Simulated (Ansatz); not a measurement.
## Run report: Al12H2C, geometry relaxation (part 2 of 2)

Continued. System: Al12H2C (slab, 15 atoms in the cell). Method: DFT PBEsol, scalar-relativistic, plane waves, PAW, no spin polarisation (Ansatz 0.2.0); cutoff 420 eV, 3×3×1 k-mesh, Gaussian smearing of 0.1 eV. The input holds or restrains some coordinates. It belongs to a series of runs on one base structure; here: end point B relaxed.

Geometry of the input (Å; fractional positions):
```
5.7276  0.0000  0.0000
2.8638  4.9602  0.0000
0.0000  0.0000  15.6765
Al 0.1667  0.1667  0.0638
Al 0.6667  0.1667  0.0638
Al 0.1667  0.6667  0.0638
Al 0.6667  0.6667  0.0638
Al -0.1667  0.3333  0.2129
Al 0.3333  0.3333  0.2129
Al -0.1667  0.8333  0.2129
Al 0.3333  0.8333  0.2129
Al 0.0000  0.0000  0.3621
Al 0.5000  0.0000  0.3621
Al 0.0000  0.5000  0.3621
Al 0.5000  0.5000  0.3621
C  0.7500  0.7500  0.4533
H  1.3333  0.3333  0.3423
H  0.8150  0.5708  0.5044
```

**Output, continued**
```
--- Forces (eV/Å), atoms counted from 1 ---
  atom   1  Al    -0.09561014    -0.05479604     0.07164466
  atom   2  Al     0.09554169    -0.05379944     0.06429174
  atom   3  Al     0.00052681     0.11017099     0.06283312
  atom   4  Al     0.00153389     0.00154061    -0.18100020
  atom   5  Al     0.01576753     0.01410736    -0.02605845
  atom   6  Al    -0.00806089    -0.00812936    -0.00652680
  atom   7  Al    -0.02364912    -0.01048269     0.00417231
  atom   8  Al     0.02306051     0.00898787    -0.01816656
  atom   9  Al    -0.00200934    -0.00115759     0.01310649
  atom  10  Al     0.00243660    -0.01044727     0.00048811
  atom  11  Al    -0.00493979     0.00573021     0.00491543
  atom  12  Al    -0.00753390    -0.00366373    -0.00025066
  atom  13  C      0.00525886     0.00427065     0.00664149
  atom  14  H     -0.00418708    -0.00280795    -0.00472813
  atom  15  H      0.00185027     0.00046686     0.00860745
  max |Σ_I F_I| component: 3.00e-5 eV/Å
--- Band table (eV; the first three rows and the last of 5) ---
  k-point 0: bands = ["-10.4654", "-8.7649", "-7.1438", "-5.3831", "-4.2383", "-3.3257", "-3.3210", "-3.2584", "-3.1309", "-3.1230", "-2.7357", "-2.3276", "-2.3236", "-2.2349", "-1.3843", "-1.3800", "-1.3512", "-0.2605", "-0.2554", "0.0172", "0.4457", "1.1621", "1.1633", "2.0243", "2.9955", "2.9977", "3.1651", "3.7153", "4.0033", "4.0085", "4.9842", "5.1090", "6.1535", "6.1610", "6.7886", "7.2832"]
  k-point 1: bands = ["-10.3089", "-8.2224", "-6.9904", "-6.2266", "-5.3864", "-4.5691", "-4.4535", "-4.2128", "-3.5787", "-3.1722", "-2.6227", "-1.7729", "-1.5068", "-1.3163", "-0.5255", "-0.3757", "-0.2147", "0.4028", "0.4966", "1.1678", "1.5435", "1.8046", "2.0325", "2.5792", "2.9926", "3.1604", "3.4397", "3.4565", "3.7025", "4.6071", "4.7229", "4.9944", "5.2931", "5.5587", "5.5940", "5.7709"]
  k-point 2: bands = ["-10.3089", "-8.2224", "-6.9901", "-6.2272", "-5.3862", "-4.5684", "-4.4533", "-4.2132", "-3.5787", "-3.1724", "-2.6226", "-1.7724", "-1.5081", "-1.3164", "-0.5246", "-0.3756", "-0.2144", "0.4022", "0.4965", "1.1685", "1.5435", "1.8049", "2.0321", "2.5791", "2.9928", "3.1610", "3.4399", "3.4554", "3.7018", "4.6068", "4.7227", "4.9946", "5.2932", "5.5582", "5.5942", "5.7711"]
  k-point 4: bands = ["-10.2281", "-7.4461", "-7.0094", "-6.7933", "-6.1739", "-5.3490", "-5.1255", "-3.8906", "-3.2040", "-2.9579", "-2.0819", "-1.4911", "-1.3489", "-0.9373", "-0.6964", "-0.6147", "-0.4970", "0.6873", "0.6950", "1.1598", "1.3359", "2.6699", "2.6948", "3.6347", "3.7505", "3.8273", "4.0721", "4.3811", "4.4466", "4.4615", "4.6505", "4.8937", "5.2437", "5.2514", "5.4499", "5.6939"]
--- Relaxed structure (13 steps of the walk, 13 accepted, 0 SCFs on fresh bases) ---
  F+E_penalty+E_count = -6569.01500035 eV   max|allowed force component| = 2.606e-2 eV/Å
  atoms:
    - { symbol: Al, position: [0.16666668, 0.16666666000000002, 0.0637896] }
    - { symbol: Al, position: [0.6666666800000001, 0.16666666000000002, 0.0637896] }
    - { symbol: Al, position: [0.16666674000000004, 0.66666663, 0.0637896] }
    - { symbol: Al, position: [0.6666667300000001, 0.66666663, 0.0637896] }
    - { symbol: Al, position: [-0.16787478557102234, 0.33486999024766617, 0.20862495109614096] }
    - { symbol: Al, position: [0.3332597370313991, 0.3334513137763124, 0.21626362711309496] }
    - { symbol: Al, position: [-0.16722754112683622, 0.8328241209341845, 0.20831027156246074] }
    - { symbol: Al, position: [0.33472686927132017, 0.8321614795001321, 0.20854739073049977] }
    - { symbol: Al, position: [0.0002032120444654324, 0.0005006905263456042, 0.34772231032474027] }
    - { symbol: Al, position: [0.4917280192919395, 0.017270094671254975, 0.3622125955765629] }
    - { symbol: Al, position: [0.016677700840789372, 0.49228379030490804, 0.3621051566028924] }
    - { symbol: Al, position: [0.4922173044560343, 0.49251652990181893, 0.36212349400576604] }
    - { symbol: C, position: [0.6669566592646035, 0.6673631802853698, 0.4203893449964816] }
    - { symbol: H, position: [1.333954485156208, 0.3345232437017812, 0.431274346559535] }
    - { symbol: H, position: [0.6668449455635057, 0.6671197605534976, 0.49077488122035273] }
```

**Trajectory as extended XYZ (Å, eV, eV/Å), 13 frames, from step=1 to step=13**
```
15
Lattice="5.7276 0.0000 0.0000 2.8638 4.9602 0.0000 0.0000 0.0000 15.6765" Properties=species:S:1:pos:R:3:forces:R:3 step=1 energy=-6566.64530
Al    1.4319    0.8267    1.0000    0.0532   0.0622   0.0133
Al    4.2957    0.8267    1.0000   -0.0117  -0.0227   0.0772
Al    2.8638    3.3068    1.0000    0.0094  -0.0478   0.1237
Al    5.7276    3.3068    1.0000   -0.0539  -0.0226   0.2601
Al    0.0000    1.6534    3.3383   -0.0806   0.0472  -0.0111
Al    2.8638    1.6534    3.3383   -0.0011   0.0920  -0.7409
Al    1.4319    4.1335    3.3383    0.1535   0.1361   0.0100
Al    4.2957    4.1335    3.3383    0.0082  -0.0239   0.0211
Al    0.0000    0.0000    5.6765   -0.0350   0.0086   0.1709
Al    2.8638    0.0000    5.6765    0.0160  -1.6204   1.3138
Al    1.4319    2.4801    5.6765   -1.0717   0.4098   0.3213
Al    4.2957    2.4801    5.6765    1.4874   0.7712   0.2704
C     6.4435    3.7202    7.1065   -0.4204  -1.7372  -0.7869
H     8.5913    1.6534    5.3665   -0.1075  -0.0336  -0.0336
H     6.3024    2.8313    7.9065    0.0531   1.9811  -1.0114
15
Lattice="5.7276 0.0000 0.0000 2.8638 4.9602 0.0000 0.0000 0.0000 15.6765" Properties=species:S:1:pos:R:3:forces:R:3 step=2 energy=-6567.34438
Al    1.4319    0.8267    1.0000   -0.0317   0.0641  -0.1382
Al    4.2957    0.8267    1.0000    0.0933  -0.0546  -0.1112
Al    2.8638    3.3068    1.0000   -0.0186   0.0439  -0.0622
Al    5.7276    3.3068    1.0000   -0.0177  -0.0321   0.1979
Al   -0.0079    1.6632    3.3129   -0.0185  -0.0019   0.0154
Al    2.8774    1.6758    3.2191   -0.0502   0.0366  -0.0336
Al    1.4637    4.1680    3.3313    0.0306   0.0504   0.0903
Al    4.3041    4.1420    3.3325    0.0378  -0.0103   0.1403
Al   -0.0374   -0.0442    5.7201   -0.0768  -0.0986  -0.0636
Al    2.8011   -0.0620    5.6650   -0.0479  -0.2389   0.5191
Al    1.3872    2.3891    5.5816   -0.1165  -0.0143   0.1825
Al    4.4307    2.5127    5.6747    0.3983   0.2634   0.1926
C     6.3903    3.6259    6.9491   -0.5076  -1.4306   0.1687
H     8.6580    1.6411    5.3574    0.0748   0.0336   0.2071
H     6.1959    2.9902    7.9229    0.2505   1.3905  -1.3091
15
Lattice="5.7276 0.0000 0.0000 2.8638 4.9602 0.0000 0.0000 0.0000 15.6765" Properties=species:S:1:pos:R:3:forces:R:3 step=3 energy=-6567.74505
Al    1.4319    0.8267    1.0000   -0.0481   0.0717  -0.0965
Al    4.2957    0.8267    1.0000    0.1317  -0.1442  -0.1003
Al    2.8638    3.3068    1.0000   -0.1060   0.1131  -0.0359
Al    5.7276    3.3068    1.0000    0.0549   0.0039   0.2456
Al   -0.0174    1.6597    3.3172   -0.0341  -0.0107  -0.0342
Al    2.8711    1.6881    3.2193   -0.0132   0.0033   0.0171
Al    1.4668    4.1817    3.3588   -0.0094   0.0047  -0.1913
Al    4.3146    4.1398    3.3779    0.0229  -0.0343   0.0141
Al   -0.0849   -0.0999    5.7040    0.0105  -0.0065  -0.0531
Al    2.7495   -0.0624    5.6868   -0.0667   0.5394  -0.1203
Al    1.3859    2.2955    5.5377    0.3476  -0.3022  -0.0473
Al    4.5227    2.5521    5.7377    0.0000  -0.0633   0.1680
C     6.3163    3.5211    6.7966   -0.6066  -0.8581   0.8205
H     8.7341    1.6532    5.4385    0.1487   0.0691   0.3539
H     6.1848    3.1491    7.8666    0.1694   0.6147  -0.9383
15
Lattice="5.7276 0.0000 0.0000 2.8638 4.9602 0.0000 0.0000 0.0000 15.6765" Properties=species:S:1:pos:R:3:forces:R:3 step=4 energy=-6567.98790
Al    1.4319    0.8267    1.0000    0.0293   0.0837  -0.0886
Al    4.2957    0.8267    1.0000    0.0784  -0.1618  -0.2004
Al    2.8638    3.3068    1.0000   -0.1324   0.0896  -0.1188
Al    5.7276    3.3068    1.0000    0.1281   0.0470   0.1274
Al   -0.0249    1.6530    3.3112   -0.0059  -0.0448   0.1369
Al    2.8717    1.6891    3.2220   -0.0127  -0.0466   0.0597
Al    1.4692    4.1809    3.3017   -0.0308  -0.0607   0.0749
Al    4.3259    4.1252    3.3866   -0.0524  -0.0091   0.0787
Al   -0.0997   -0.1257    5.6677    0.0889   0.0042  -0.1969
Al    2.7234   -0.0256    5.6792    0.3041   0.1559  -0.2439
Al    1.4113    2.2206    5.5222    0.2252   0.2013  -0.0425
Al    4.5912    2.5696    5.8050   -0.6450  -0.4030  -0.2443
C     6.1752    3.4133    6.7161   -0.2603  -0.2097   0.9162
H     8.8089    1.6874    5.5872    0.1472   0.1080   0.5055
H     6.1530    3.2567    7.8320    0.1397   0.2473  -0.7634
15
Lattice="5.7276 0.0000 0.0000 2.8638 4.9602 0.0000 0.0000 0.0000 15.6765" Properties=species:S:1:pos:R:3:forces:R:3 step=5 energy=-6568.21504
Al    1.4319    0.8267    1.0000    0.0825   0.0953  -0.0272
Al    4.2957    0.8267    1.0000    0.0336  -0.1361  -0.1272
Al    2.8638    3.3068    1.0000   -0.1182   0.0325  -0.0698
Al    5.7276    3.3068    1.0000    0.1142   0.0358   0.1690
Al   -0.0294    1.6395    3.3341   -0.0073  -0.0664   0.0018
Al    2.8692    1.6758    3.2346   -0.0244  -0.0607  -0.0396
Al    1.4611    4.1624    3.3024   -0.0195  -0.0463  -0.0225
Al    4.3163    4.1133    3.3912   -0.0693  -0.0071  -0.0655
Al   -0.0699   -0.1232    5.6157    0.0873   0.0625  -0.1535
Al    2.7559   -0.0282    5.6413    0.2874   0.1484  -0.2675
Al    1.4223    2.2398    5.5255    0.1733   0.2295  -0.0516
Al    4.5600    2.5461    5.7869   -0.4017  -0.2399  -0.2802
C     6.1030    3.3864    6.6985   -0.1800  -0.1226   0.4195
H     8.7980    1.6933    5.7863   -0.0141  -0.0134   0.7000
H     6.1633    3.3241    7.7997    0.0556   0.0887  -0.1827
15
Lattice="5.7276 0.0000 0.0000 2.8638 4.9602 0.0000 0.0000 0.0000 15.6765" Properties=species:S:1:pos:R:3:forces:R:3 step=6 energy=-6568.44027
Al    1.4319    0.8267    1.0000    0.1146   0.1075  -0.0269
Al    4.2957    0.8267    1.0000    0.0016  -0.1158  -0.1058
Al    2.8638    3.3068    1.0000   -0.1099  -0.0118  -0.0633
Al    5.7276    3.3068    1.0000    0.0965   0.0221   0.1716
Al   -0.0298    1.6294    3.3384    0.0067  -0.0452  -0.0709
Al    2.8664    1.6641    3.2305   -0.0360  -0.0539  -0.0178
Al    1.4571    4.1505    3.2950   -0.0179  -0.0487  -0.0659
Al    4.3063    4.1085    3.3782   -0.0409  -0.0195  -0.1176
Al   -0.0396   -0.1070    5.5725    0.0703   0.0653  -0.1086
Al    2.7982   -0.0303    5.6038    0.2648   0.1674  -0.1250
Al    1.4386    2.2735    5.5222    0.2088   0.1960   0.0118
Al    4.5275    2.5262    5.7479   -0.1885  -0.0964  -0.1847
C     6.0489    3.3652    6.6960   -0.2574  -0.1100  -0.1100
H     8.7806    1.6925    5.9807   -0.1219  -0.1016   0.7392
H     6.1623    3.3506    7.7854    0.0088   0.0446   0.0785
15
Lattice="5.7276 0.0000 0.0000 2.8638 4.9602 0.0000 0.0000 0.0000 15.6765" Properties=species:S:1:pos:R:3:forces:R:3 step=7 energy=-6568.64491
Al    1.4319    0.8267    1.0000    0.1252   0.1029  -0.0404
Al    4.2957    0.8267    1.0000   -0.0186  -0.0951  -0.0993
Al    2.8638    3.3068    1.0000   -0.0955  -0.0422  -0.0672
Al    5.7276    3.3068    1.0000    0.0781   0.0106   0.1330
Al   -0.0255    1.6224    3.3288    0.0158  -0.0138  -0.0798
Al    2.8617    1.6532    3.2275   -0.0143  -0.0421   0.0546
Al    1.4550    4.1406    3.2811   -0.0230  -0.0463  -0.0579
Al    4.3008    4.1047    3.3576   -0.0084  -0.0224  -0.1140
Al   -0.0141   -0.0873    5.5396    0.0783   0.0597  -0.0932
Al    2.8444   -0.0193    5.5789    0.2106   0.1508   0.0199
Al    1.4685    2.3118    5.5209    0.2252   0.1486   0.0858
Al    4.4969    2.5121    5.7089   -0.2542  -0.1160  -0.1073
C     5.9912    3.3411    6.6801   -0.1444  -0.0182  -0.1041
H     8.7642    1.6857    6.1767   -0.1070  -0.0935   0.5728
H     6.1472    3.3622    7.7699   -0.0658   0.0178  -0.0999
15
Lattice="5.7276 0.0000 0.0000 2.8638 4.9602 0.0000 0.0000 0.0000 15.6765" Properties=species:S:1:pos:R:3:forces:R:3 step=8 energy=-6568.82558
Al    1.4319    0.8267    1.0000    0.0780   0.0540   0.0353
Al    4.2957    0.8267    1.0000   -0.0091  -0.0365  -0.0070
Al    2.8638    3.3068    1.0000   -0.0373  -0.0365   0.0019
Al    5.7276    3.3068    1.0000    0.0451  -0.0035   0.0752
Al   -0.0075    1.6331    3.3243   -0.0044  -0.0228  -0.1704
Al    2.8642    1.6496    3.2636    0.0138  -0.0252   0.0520
Al    1.4538    4.1387    3.2803   -0.0428  -0.0465  -0.0469
Al    4.3082    4.1067    3.3324   -0.0268   0.0049  -0.1727
Al    0.0076   -0.0571    5.5061   -0.0325   0.0325  -0.0427
Al    2.8492    0.0054    5.5925    0.1868   0.0623   0.0283
Al    1.4717    2.3632    5.5635    0.1341   0.1651   0.0668
Al    4.3917    2.4769    5.6688   -0.1554  -0.0768  -0.0772
C     5.8642    3.3163    6.6487    0.0225   0.0233  -0.1024
H     8.7005    1.6743    6.3659   -0.0833  -0.0829   0.4220
H     5.9964    3.3491    7.7415   -0.0892  -0.0121  -0.0580
15
Lattice="5.7276 0.0000 0.0000 2.8638 4.9602 0.0000 0.0000 0.0000 15.6765" Properties=species:S:1:pos:R:3:forces:R:3 step=9 energy=-6568.95236
Al    1.4319    0.8267    1.0000   -0.0549  -0.0225   0.0678
Al    4.2957    0.8267    1.0000    0.0913  -0.0403   0.0543
Al    2.8638    3.3068    1.0000    0.0037   0.0670   0.0407
Al    5.7276    3.3068    1.0000    0.0234  -0.0213  -0.1002
Al    0.0018    1.6488    3.2959   -0.0100  -0.0234  -0.1136
Al    2.8724    1.6599    3.3063    0.0225  -0.0131   0.1432
Al    1.4372    4.1328    3.2689   -0.0093  -0.0282  -0.0400
Al    4.3102    4.1220    3.2913   -0.0397  -0.0059  -0.1183
Al    0.0096   -0.0452    5.4806   -0.0013   0.0262  -0.0497
Al    2.8619    0.0217    5.5915    0.0963   0.0131   0.0947
Al    1.5000    2.3835    5.6116    0.0493   0.1000   0.0273
Al    4.2994    2.4325    5.6763   -0.0567  -0.0197  -0.1250
C     5.7953    3.2958    6.6066    0.0536   0.0355  -0.1764
H     8.6737    1.6356    6.5603   -0.1016  -0.0616   0.2899
H     5.8711    3.3281    7.7049   -0.0670  -0.0054   0.0071
15
Lattice="5.7276 0.0000 0.0000 2.8638 4.9602 0.0000 0.0000 0.0000 15.6765" Properties=species:S:1:pos:R:3:forces:R:3 step=10 energy=-6568.97724
Al    1.4319    0.8267    1.0000   -0.0647  -0.0323   0.0031
Al    4.2957    0.8267    1.0000    0.0892  -0.0570   0.0226
Al    2.8638    3.3068    1.0000   -0.0106   0.0746  -0.0174
Al    5.7276    3.3068    1.0000    0.0193  -0.0188  -0.2643
Al    0.0060    1.6481    3.2433    0.0528   0.0391   0.0213
Al    2.8942    1.6617    3.4280   -0.0862  -0.0910  -0.4793
Al    1.4329    4.1203    3.2467   -0.0474   0.0008  -0.0153
Al    4.2957    4.1256    3.2311    0.1109   0.0297   0.0631
Al    0.0311   -0.0224    5.4238   -0.0146   0.0387   0.0531
Al    2.8918    0.0615    5.6169   -0.0311  -0.1833   0.2649
Al    1.5409    2.4189    5.6224   -0.2272   0.0729   0.2947
Al    4.2350    2.4104    5.6367    0.2671   0.1339   0.3124
C     5.7543    3.2812    6.5410    0.0098   0.0196  -0.0683
H     8.6427    1.6330    6.7552   -0.0288  -0.0098  -0.1179
H     5.7790    3.2973    7.6466   -0.0383  -0.0168  -0.0712
15
Lattice="5.7276 0.0000 0.0000 2.8638 4.9602 0.0000 0.0000 0.0000 15.6765" Properties=species:S:1:pos:R:3:forces:R:3 step=11 energy=-6569.00062
Al    1.4319    0.8267    1.0000   -0.0945  -0.0539   0.0448
Al    4.2957    0.8267    1.0000    0.0895  -0.0497   0.0710
Al    2.8638    3.3068    1.0000    0.0020   0.1072   0.0837
Al    5.7276    3.3068    1.0000   -0.0131  -0.0044  -0.1939
Al    0.0012    1.6622    3.2628   -0.0523   0.0083   0.1191
Al    2.8537    1.6487    3.4062    0.0487   0.0457   0.1437
Al    1.4130    4.1275    3.2687    0.0522   0.0076   0.1112
Al    4.3051    4.1356    3.2660   -0.0420  -0.0629   0.1087
Al    0.0035    0.0079    5.4637   -0.0553  -0.0545  -0.0665
Al    2.8560    0.0757    5.7363    0.0063   0.0245  -0.0838
Al    1.4910    2.4397    5.7345    0.0362  -0.0011  -0.0858
Al    4.2056    2.4286    5.7328    0.0384   0.0373  -0.0709
C     5.7100    3.2987    6.6496    0.0007   0.0046  -0.1508
H     8.5915    1.6555    6.8390   -0.0136  -0.0058  -0.0609
H     5.7111    3.2996    7.7522   -0.0031  -0.0031   0.0320
15
Lattice="5.7276 0.0000 0.0000 2.8638 4.9602 0.0000 0.0000 0.0000 15.6765" Properties=species:S:1:pos:R:3:forces:R:3 step=12 energy=-6569.01500
Al    1.4319    0.8267    1.0000   -0.0956  -0.0548   0.0716
Al    4.2957    0.8267    1.0000    0.0955  -0.0538   0.0643
Al    2.8638    3.3068    1.0000    0.0005   0.1101   0.0628
Al    5.7276    3.3068    1.0000    0.0015   0.0015  -0.1810
Al   -0.0025    1.6610    3.2705    0.0158   0.0141  -0.0261
Al    2.8637    1.6540    3.3903   -0.0081  -0.0081  -0.0068
Al    1.4272    4.1310    3.2656   -0.0236  -0.0105   0.0041
Al    4.3003    4.1277    3.2693    0.0230   0.0090  -0.0183
Al    0.0026    0.0025    5.4511   -0.0020  -0.0011   0.0131
Al    2.8659    0.0857    5.6782    0.0024  -0.0105   0.0005
Al    1.5053    2.4418    5.6766   -0.0050   0.0057   0.0050
Al    4.2297    2.4430    5.6768   -0.0074  -0.0036  -0.0002
C     5.7312    3.3103    6.5902    0.0052   0.0042   0.0067
H     8.5983    1.6593    6.7609   -0.0042  -0.0028  -0.0047
H     5.7299    3.3091    7.6937    0.0018   0.0005   0.0086
15
Lattice="5.7276 0.0000 0.0000 2.8638 4.9602 0.0000 0.0000 0.0000 15.6765" Properties=species:S:1:pos:R:3:forces:R:3 step=13 energy=-6569.01500
Al    1.4319    0.8267    1.0000   -0.0956  -0.0548   0.0716
Al    4.2957    0.8267    1.0000    0.0955  -0.0538   0.0643
Al    2.8638    3.3068    1.0000    0.0005   0.1102   0.0628
Al    5.7276    3.3068    1.0000    0.0015   0.0015  -0.1810
Al   -0.0025    1.6610    3.2705    0.0158   0.0141  -0.0261
Al    2.8637    1.6540    3.3903   -0.0081  -0.0081  -0.0065
Al    1.4272    4.1310    3.2656   -0.0236  -0.0105   0.0042
Al    4.3003    4.1277    3.2693    0.0231   0.0090  -0.0182
Al    0.0026    0.0025    5.4511   -0.0020  -0.0012   0.0131
Al    2.8659    0.0857    5.6782    0.0024  -0.0104   0.0005
Al    1.5053    2.4418    5.6766   -0.0049   0.0057   0.0049
Al    4.2297    2.4430    5.6768   -0.0075  -0.0037  -0.0003
C     5.7312    3.3103    6.5902    0.0053   0.0043   0.0066
H     8.5983    1.6593    6.7609   -0.0042  -0.0028  -0.0047
H     5.7299    3.3091    7.6937    0.0019   0.0005   0.0086
```

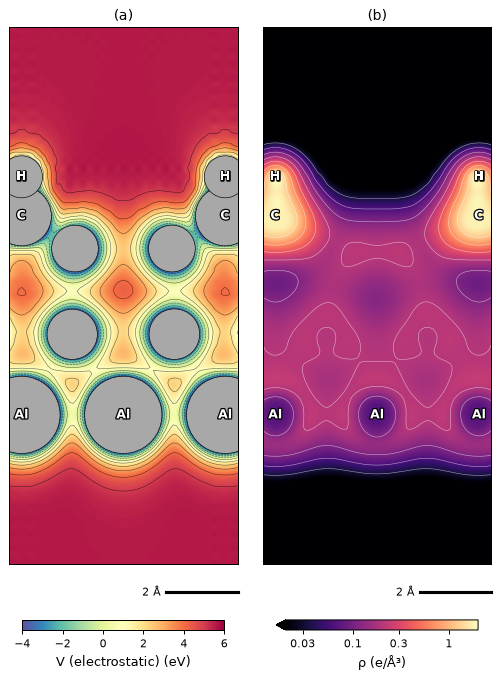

(a) electrostatic potential energy of an electron; (b) valence charge density (pseudo) on the (010) plane of the calculation cell, a cut from vacuum to vacuum. Grey discs, where drawn, cover atomic cores. Atoms in the plane: Al, C and H. C–H (1.10 Å): ρ is about 1.8 e/Å³ halfway. Al–Al (2.86 Å): the density is about 0.21 e/Å³ at the midpoint. The density dies away to nearly zero in the vacuum. The fields are those of the smooth PAW valence density.
